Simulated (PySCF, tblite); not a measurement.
# C₇H₁₀Si₂: geometry, infrared bands, NMR shifts and electronic excitations, part 2 of 2

tblite 0.8.0 and PySCF 2.14.0. Atoms count from 0.

### 6 TDDFT and polarisability: PBE0/def2-SVPD

What the job is given:

```
{"job": {"kind": "uv", "xc": "PBE0", "basis": "def2-SVPD", "ip": true}, "charge": 0, "multiplicity": 1}
C      3.515082     0.775934    -2.001054
C      2.855234     0.502310    -1.015298
Si     1.836001     0.096051     0.463543
C      0.608192     1.470190     0.783041
C     -0.726568     1.301261     0.835300
Si    -1.631993    -0.316077     0.548256
C     -2.802371    -0.154991    -0.914214
C     -0.386662    -1.683914     0.236940
C      0.949516    -1.526818     0.185451
H      4.100962     1.016721    -2.870493
H      2.785464    -0.024086     1.613712
H      1.018691     2.477904     0.944710
H     -1.347229     2.187308     1.041533
H     -2.437132    -0.651795     1.768356
H     -3.347381    -1.096139    -1.087307
H     -3.544732     0.639495    -0.740402
H     -2.240280     0.091209    -1.828157
H     -0.790152    -2.693276     0.060828
H      1.576199    -2.404754    -0.030930
```

Level: TDDFT PBE0/def2-SVPD, vertical, gas phase, core orbitals frozen in the response.

Log:

```text
coarse grid: 17056 points
cycle   1  E = -850.5380982838  dE =  7.802e-01  |g| = 5.176e-01  |ddm| = 8.391e+00
cycle   2  E = -850.5220434155  dE =  1.605e-02  |g| = 5.648e-01  |ddm| = 2.188e+00
cycle   3  E = -850.6069961505  dE = -8.495e-02  |g| = 1.341e-01  |ddm| = 9.285e-01
cycle   4  E = -850.6110032211  dE = -4.007e-03  |g| = 5.446e-02  |ddm| = 2.234e-01
cycle   5  E = -850.6117372036  dE = -7.340e-04  |g| = 1.467e-02  |ddm| = 8.878e-02
cycle   6  E = -850.6117962494  dE = -5.905e-05  |g| = 4.286e-03  |ddm| = 3.161e-02
cycle   7  E = -850.6118010291  dE = -4.780e-06  |g| = 1.261e-03  |ddm| = 8.213e-03
final grid: 156032 points
cycle   8  E = -850.7275571334  dE = -2.667e-05  |g| = 7.875e-03  |ddm| = 1.494e-01
cycle   9  E = -850.7275497407  dE =  7.393e-06  |g| = 9.456e-03  |ddm| = 2.502e-02
cycle  10  E = -850.7275742191  dE = -2.448e-05  |g| = 1.364e-03  |ddm| = 1.440e-02
cycle  11  E = -850.7275746956  dE = -4.765e-07  |g| = 3.544e-04  |ddm| = 2.199e-03
cycle  12  E = -850.7275747254  dE = -2.979e-08  |g| = 1.562e-04  |ddm| = 8.425e-04
cycle  13  E = -850.7275747310  dE = -5.609e-09  |g| = 5.565e-05  |ddm| = 2.390e-04
cycle  14  E = -850.7275747318  dE = -8.022e-10  |g| = 1.278e-05  |ddm| = 1.061e-04
converged SCF energy = -850.7275747318

Static polarisability (au): isotropic 131.679, principal 109.796 112.029 173.212

Singlet excitations
state   eV       nm        f      main configurations
  1   5.2912    234.3   0.00054   H->L 0.86
  2   5.5545    223.2   0.00951   H->L+1 0.83
  3   5.8452    212.1   0.00027   H-2->L+1 0.43, H-2->L+3 0.22, H-3->L 0.10
  4   5.9111    209.7   0.09274   H-1->L 0.57, H-3->L+1 0.26, H-2->L 0.12
  5   5.9299    209.1   0.00123   H-1->L+1 0.47, H-3->L 0.39
  6   5.9772    207.4   0.03405   H-2->L 0.65, H-1->L 0.16
  7   6.0294    205.6   0.00033   H-1->L+1 0.39, H-3->L 0.15, H->L+2 0.11
  8   6.2909    197.1   0.00024   H-4->L 0.26, H-3->L 0.21, H->L+2 0.11
  9   6.3667    194.7   0.05759   H-2->L+2 0.28, H-4->L+1 0.21, H-2->L 0.18
 10   6.5165    190.3   0.00100   H-4->L 0.42, H->L+2 0.25, H-5->L+1 0.09

Triplet excitations (Tamm-Dancoff, eV): 3.9768 3.9890 4.7595 4.8477
Vertical ionisation energy (delta-SCF) = 9.3074 eV
```

Wall time 11 min (1 thread, shared host).

The orbitals next to the gap, with their largest atomic shares:

```tsv
orbital	eV	atoms
HOMO−3	-8.05	C4 19 %, C7 19 %, C3 19 %
HOMO−2	-8.05	C0 37 %, C1 37 %, Si2 7 %
HOMO−1	-7.82	C8 15 %, C3 14 %, C7 14 %
HOMO	-7.70	C0 13 %, C1 12 %, C8 12 %
LUMO	-1.02	C4 15 %, C7 15 %, C3 14 %
LUMO+1	-0.79	C7 16 %, C4 16 %, C8 16 %
LUMO+2	0.13	C0 23 %, C1 21 %, Si2 17 %
```

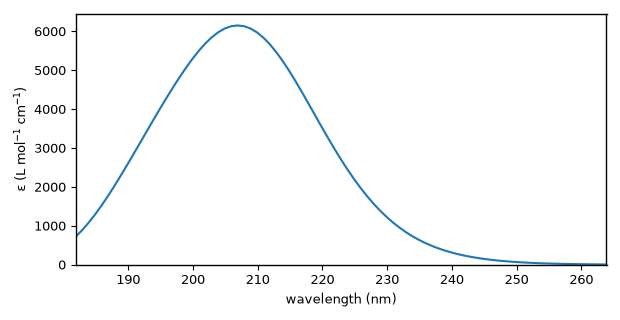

Absorption spectrum: each of the 10 states is a Gaussian band of 0.4 eV half-width at 1/e. Beyond the last state computed it falls off for lack of states.

Ground-state properties from the same run:

```tsv
property	computed
dipole moment (D)	1.04
polarisability (Å³)	19.51
HOMO–LUMO gap (eV)	6.68
−ε(HOMO) (eV)	7.70
```

### 7 NMR shieldings: wB97X-D/pcSseg-1

The job, as its differences from that of step 6:

```diff
@@ -1,2 +1,2 @@
-{"job": {"kind": "uv", "xc": "PBE0", "basis": "def2-SVPD", "ip": true}, "charge": 0, "multiplicity": 1}
+{"job": {"kind": "nmr", "xc": "wB97X-D", "basis": "pcSseg-1", "pop": false}, "charge": 0, "multiplicity": 1}
 C      3.515082     0.775934    -2.001054
```

With the program's defaults for keys left out, this is: GIAO wB97X-D/pcSseg-1 NMR shielding, non-relativistic, gas phase.

Log:

```text
coarse grid: 17056 points
cycle   1  E = -851.3993948364  dE =  1.040e+00  |g| = 4.139e-01  |ddm| = 4.076e+00
cycle   2  E = -851.4322944935  dE = -3.290e-02  |g| = 2.739e-01  |ddm| = 7.194e-01
cycle   3  E = -851.4499620428  dE = -1.767e-02  |g| = 6.408e-02  |ddm| = 2.579e-01
cycle   4  E = -851.4506106235  dE = -6.486e-04  |g| = 4.597e-02  |ddm| = 8.120e-02
cycle   5  E = -851.4511343003  dE = -5.237e-04  |g| = 5.300e-03  |ddm| = 4.069e-02
cycle   6  E = -851.4511423179  dE = -8.018e-06  |g| = 2.123e-03  |ddm| = 8.203e-03
final grid: 156032 points
cycle   7  E = -851.5171984444  dE = -1.886e-04  |g| = 5.202e-03  |ddm| = 4.655e-02
cycle   8  E = -851.5172018107  dE = -3.366e-06  |g| = 3.832e-03  |ddm| = 9.815e-03
cycle   9  E = -851.5172051031  dE = -3.292e-06  |g| = 9.323e-04  |ddm| = 3.381e-03
cycle  10  E = -851.5172053018  dE = -1.986e-07  |g| = 4.657e-04  |ddm| = 1.236e-03
cycle  11  E = -851.5172053555  dE = -5.374e-08  |g| = 1.336e-04  |ddm| = 5.007e-04
cycle  12  E = -851.5172053600  dE = -4.501e-09  |g| = 4.940e-05  |ddm| = 1.497e-04
cycle  13  E = -851.5172053608  dE = -8.217e-10  |g| = 1.428e-05  |ddm| = 6.955e-05
converged SCF energy = -851.5172053608

GIAO shielding tensors (ppm)
atom      isotropic    diamagn.    paramagn.     s11        s22        s33       span
  0 C       79.907     261.871    -181.965     -5.016     -1.676    246.412    251.428
  1 C       97.956     260.233    -162.277      0.639      1.444    291.785    291.146
  2 Si     426.895     881.576    -454.681    412.439    418.518    449.728     37.289
  3 C       30.992     260.985    -229.993    -90.855     10.776    173.056    263.911
  4 C       25.651     261.687    -236.036    -99.661      2.103    174.512    274.173
  5 Si     399.776     882.451    -482.675    374.878    404.805    419.643     44.765
  6 C      187.451     254.542     -67.091    186.627    186.842    188.885      2.258
  7 C       25.790     261.655    -235.865    -99.452      2.280    174.540    273.991
  8 C       30.893     260.994    -230.101    -90.974     10.651    173.001    263.975
  9 H       29.059      31.942      -2.883     24.154     24.201     38.822     14.668
 10 H       26.761      27.301      -0.540     23.582     25.135     31.566      7.984
 11 H       24.323      29.803      -5.480     22.299     23.793     26.877      4.577
 12 H       24.214      30.738      -6.524     21.991     23.684     26.968      4.977
 13 H       26.897      29.044      -2.147     24.034     24.857     31.799      7.764
 14 H       31.042      28.926       2.116     26.775     28.156     38.194     11.419
 15 H       31.041      28.980       2.061     26.775     28.153     38.195     11.420
 16 H       31.226      32.840      -1.614     26.858     29.579     37.242     10.384
 17 H       24.219      30.634      -6.415     22.004     23.684     26.969      4.966
 18 H       24.321      29.702      -5.381     22.287     23.799     26.877      4.590
```

Run time: 89 s. Hardware: 1 thread, shared host.

Key values: δ C4 158.8, C3 153.6, C0 104.6, C1 86.6, H12 7.16, H11 7.06 ppm (means over like atoms).

### 8 Comparing the runs: NMR shifts

Shifts (ppm) of some atoms, chosen among heavy atoms and hydrogens apart, means over like atoms, with basis size and wall time:

```tsv
run	C3	C0	C6	H12	H10	Si5	Si2	functions	time
PBE0/pcSseg-1	153.2	103.8	-3.1	7.25	4.72	-47.8	-75.5	217	74 s
wB97X-D/pcSseg-1	153.6	104.6	-2.9	7.16	4.62	-46.8	-74.0	217	89 s
```

### 9 Results

The summary covers parts 1 to 2.

| quantity | value |
| --- | --- |
| strongest single infrared mode (GFN2-xTB) | 2145 cm⁻¹, 473 km/mol |
| zero-point energy (GFN2-xTB) | 85.1 kcal/mol |
| point group | Cs |
| rotational constants (main isotopes) | 2.08, 0.71, 0.67 GHz |
| ¹³C shifts against TMS (PBE0/pcSseg-1, means over atoms taken as alike) | 158.8, 153.2, 103.8, 86.7, -3.1 ppm |
| ¹H shifts against TMS (PBE0/pcSseg-1, means over atoms taken as alike) | 7.25, 7.13, 4.72, 4.55, 2.31, 0.29 ppm |
| ²⁹Si shifts against TMS (PBE0/pcSseg-1) | -47.8, -75.5 ppm |
| lowest singlet (PBE0/def2-SVPD) | 5.29 eV (234 nm), f = 0.001 |
| brightest single state of those computed | state 4, 5.91 eV, f = 0.093 |
| lowest triplet | 3.98 eV |
| vertical ionisation energy (ΔSCF) | 9.31 eV |
| range of the shift of Si2 | -75.5 to -74.0 ppm |

**Reading.** The optimisation took 98 steps and gained 0.326 eV; among the close pairs (by a distance rule), C6–H15 changed most, from 1.142 to 1.086 Å (GFN2-xTB). No mode is imaginary among the 51: a minimum at this level. The strongest single mode, at 2145 cm⁻¹, moves mainly H10. GFN2-xTB is a fitted tight-binding method: band positions and strengths are rough. Its intensities can rank the bands wrongly. Over 9 steps the energy fell by 0.141 eV; of the close pairs, C0–H9 changed most, 1.053 to 1.076 Å (PBE0/def2-SVP). No frequency check was run at this level, so the end point may be a saddle. At PBE0/pcSseg-1: Shielding is most anisotropic at C1 (span 289 ppm, paramagnetic term -162 ppm). The lowest singlet, at 5.29 eV, is HOMO→LUMO 0.86 and is dark; of the 10 states computed, the strongest absorption comes from state 4 at 5.91 eV. The lowest triplet lies 1.31 eV below the lowest singlet (triplets in Tamm-Dancoff, singlets in full TDDFT). ΔSCF puts the ionisation energy at 9.31 eV, 1.60 eV above −ε(HOMO). Across the 2 runs the shift of Si2 moves most, between -75.5 (PBE0/pcSseg-1) and -74.0 ppm (wB97X-D/pcSseg-1). Part of that comes from the computed reference.
